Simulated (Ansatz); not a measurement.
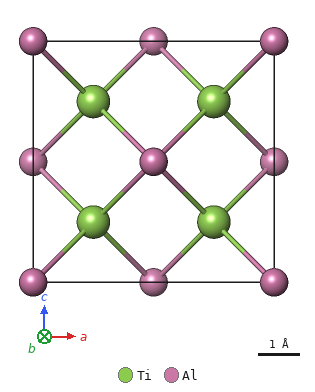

Solid Ti2Al (a generated structure, set up in Fm-3m) (coarse preliminary run), before the relaxation. A ball-and-stick model of the conventional cell (4 times the calculation's cell), seen along the b axis. Lengths and directions refer to the drawn axes.

Theory: Ansatz 0.2.0, DFT PBE, scalar-relativistic, plane waves, PAW.

The input:
```yaml
crystal:
  lattice:
    - [0.0, 2.99534508, 2.99534508]
    - [2.99534508, 0.0, 2.99534508]
    - [2.99534508, 2.99534508, 0.0]
  atoms:
    - { symbol: Ti, position: [0.25, 0.25, 0.25] }
    - { symbol: Ti, position: [0.75, 0.75, 0.75] }
    - { symbol: Al, position: [0.0, 0.0, 0.0] }
basis:
  ecutwfc: 420
kpoints:
  mp_grid: { grid: [6, 6, 6] }
hamiltonian:
  xc: pbe
scf:
  occupations: { method: gaussian, width: 0.1 }
  lower_state_search: "off"
output:
  forces: true
  stress: true
  eigenvalues: true
relax:
  adjacent_minimum: "off"
  f_tol: 0.04
  max_steps: 70
  cell: { stress_tol: 0.4 }
```

Launched with:
```bash
ansatz run input.yaml --threads 1 --pin off --max-ram 2560MiB --backend cpu --events-out ev --progress --plain --runs-dir out
```

**Where does the relaxation end?**

The atoms keep their places relative to the cell (all moves are under 0.005 Å). The drawn cell changes as follows: a = b = c 5.991 → 6.183 Å (+3.2 %); the volume changes by +9.9 %. Some distances before and after: Ti1–Ti2 2.995 → 3.091 Å, Ti1–Al3 2.594 → 2.677 Å. The space group stays Fm-3m (No. 225). The energy falls by 0.147 eV per cell of the calculation in 2 accepted moves (3 points after the start). All forces vanish by symmetry, so only the cell relaxes. Pressure: 9.57 GPa at the start and −0.07 GPa at the end. The SCF was repeated once at an unchanged geometry on a basis and grid sized afresh for the cell, which shifted the energy by 1.5 meV per cell of the calculation at most. Cost: 12 s on 1 thread of Intel(R) Xeon(R) Processor @ 2.50GHz (Skylake/Cascade Lake), with other jobs on the host, peak memory 0.35 GiB.

Final geometry:

```
Ti Al
1.0
     0.00000    3.09130    3.09130
     3.09130    0.00000    3.09130
     3.09130    3.09130    0.00000
Ti Al
2 1
Direct
  0.25000 0.25000 0.25000
  0.75000 0.75000 0.75000
  0.00000 0.00000 0.00000
```

The end point in the same view:

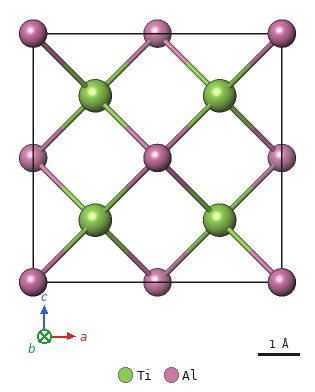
